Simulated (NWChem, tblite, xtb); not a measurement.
GeSiH4OF2 (SMILES F[SiH](F)[O][GeH3]): the dipole moment, rung by rung

The species is GeSiH4OF2 (9 atoms), meant as a singlet with charge 0. As SMILES, `F[SiH](F)[O][GeH3]`. The shape is that of a PBE0-D4/def2-TZVP optimisation. This is one conformer, not always the lowest.

```xyz
9

F    -1.3324    0.4976    1.9086
Si   -1.0681    1.0632    0.4502
F    -0.0724    2.2838    0.6380
O    -0.4221   -0.0582   -0.4857
Ge    1.0131   -1.1209   -0.5606
H    -2.3296    1.5527   -0.1126
H     2.2557   -0.2226   -0.5931
H     0.8395   -1.9167   -1.8566
H     0.9901   -2.0214    0.6807
```

Each level gives the dipole moment (D). The values are calculated.

```tsv
level	kind	program	value (D)	CPU time
GFN2-xTB	semi-empirical	tblite	1.86	under 2 s
GFN1-xTB	semi-empirical	tblite	1.66	under 2 s
GFN0-xTB	semi-empirical	xtb	2.15	under 2 s
IPEA1-xTB	semi-empirical	tblite	1.39	under 2 s
HF/STO-3G	Hartree–Fock	NWChem	1.45	4.9 s
HF/3-21G	Hartree–Fock	NWChem	2.37	5.5 s
HF/def2-SVP	Hartree–Fock	NWChem	2.40	55 s
B3LYP/6-31G* (Cartesian functions)	global hybrid	NWChem	2.20	25 s
PBE0/def2-SVP	global hybrid	NWChem	2.23	51 s
```

All-electron rows without a relativistic Hamiltonian named are non-relativistic. The values span 1.39 to 2.40 D. Magnitudes only. Sets without polarisation functions give poor dipoles. Without the sets that lack polarisation functions the rows with a basis span only 2.20 to 2.40 D. CPU times are rough (shared hosts, several kinds of processor and program).

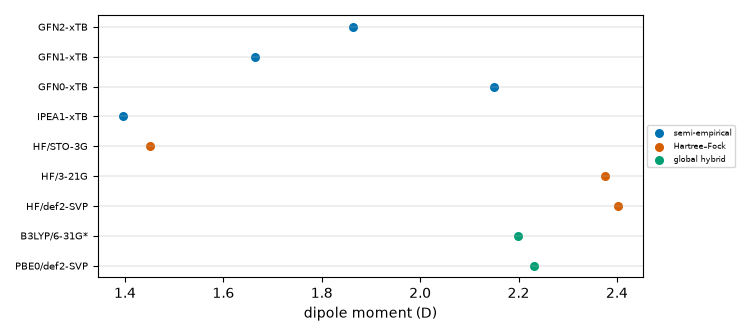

The values of the table, level by level.
